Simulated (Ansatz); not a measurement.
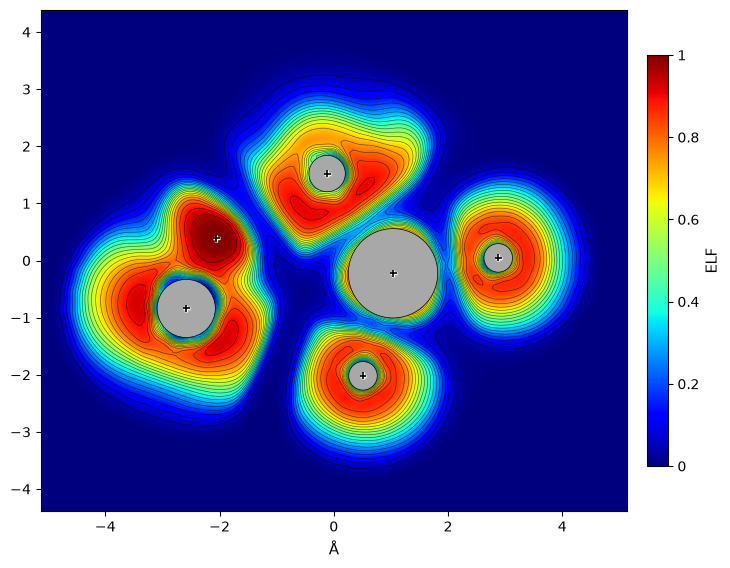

The electron localisation function on a plane through atoms (crosses mark nuclei in the plane; grey discs cover the cores).

Computed with RKS B3LYP-D4/def2-SVP in Ansatz 0.2.0.

Candidates:
A. C$_{3}$H$_{5}$N
B. ClF$_{3}$H$_{2}$NTa···HCl

Which candidate gave the map?

Candidate B: ClF$_{3}$H$_{2}$NTa···HCl on the plane of atoms F7, Ta1 and F8, which holds Ta, N, F, Cl and H. N2···H10 (2.25 Å): the ELF dips to about 0.15 between them. Ta–F (1.86 Å): the ELF peaks at about 0.80 in the valence shell of F, 0.5 Å from its nucleus, and drops to about 0.25 between the two atoms.
